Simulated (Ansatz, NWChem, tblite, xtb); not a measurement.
**C2H7BOS (SMILES CCB(O)S): the dipole moment, rung by rung**

The species is C2H7BOS (12 atoms), meant as a singlet with charge 0. SMILES: `CCB(O)S`. The shape is that of a PBE0-D4/def2-TZVP optimisation. This is one conformer, not always the lowest.

```xyz
12

C    -0.9495   -0.4417    1.2668
C     0.0936    0.4035    0.5461
B     0.4108   -0.0411   -0.9257
O    -0.2343   -1.1149   -1.4515
S     1.6272    0.8384   -1.9708
H    -1.9049   -0.4263    0.7384
H    -1.1232   -0.0816    2.2836
H    -0.6373   -1.4861    1.3303
H    -0.2176    1.4558    0.5249
H     1.0351    0.4087    1.1103
H     0.0060   -1.3334   -2.3553
H     1.9709    1.7638   -1.0632
```

Each level gives the dipole moment (D). The values are calculated.

```tsv
level	kind	program	value (D)	CPU time
IPEA1-xTB	semi-empirical	tblite	0.66	under 2 s
GFN2-xTB	semi-empirical	tblite	0.89	under 2 s
GFN0-xTB	semi-empirical	xtb	0.84	under 2 s
GFN1-xTB	semi-empirical	xtb	0.93	under 2 s
HF/STO-3G	Hartree–Fock	Ansatz	0.48	2 s
HF/3-21G	Hartree–Fock	Ansatz	0.52	2.9 s
HF/def2-SVP	Hartree–Fock	Ansatz	0.41	9.5 s
HF/def2-TZVP	Hartree–Fock	Ansatz	0.42	43 s
B3LYP/6-31G* (spherical functions)	global hybrid	NWChem	0.18	83 s
B3LYP/6-31G* (Cartesian functions)	global hybrid	Ansatz	0.18	16 s
```

The values span 0.18 to 0.93 D. Magnitudes only: a small dipole may point the other way at some levels. Sets without polarisation functions give poor dipoles. Times are those of the runs behind each value, whatever else they computed, on shared processors of several kinds: orders of magnitude only.

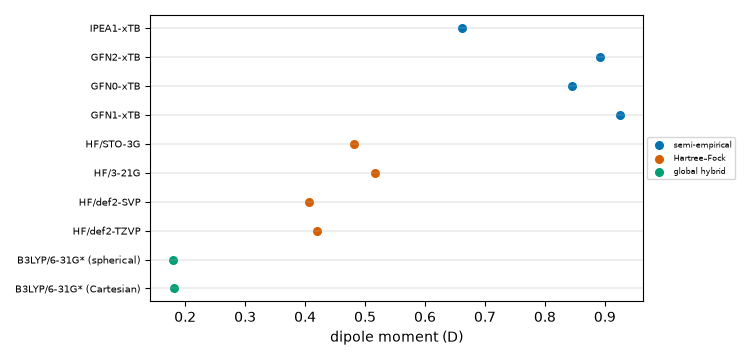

The values of the table, level by level.
